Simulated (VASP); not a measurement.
Band structure of CaHI (space group P4/nmm). Level of theory: r2SCAN meta-GGA, VASP's PBE PAW potentials (set 64) (plane waves; VASP).

Unless said otherwise, spin-orbit coupling is left out, though it shifts the bands of the heavy elements here.

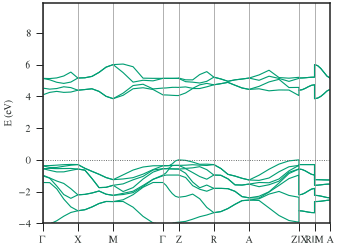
Figure: Bands along high-symmetry lines, zero at the valence-band maximum or, without a gap, the Fermi level

Question: Read the plot: is there a gap, and where are the band edges?

Answer: The gap is indirect, 3.85 eV, from the valence maximum at Z to the conduction minimum at M.

The structure comes from a computed database's CaHI entry (P4/nmm); how it stands against other phases isn't given here. It was relaxed first.
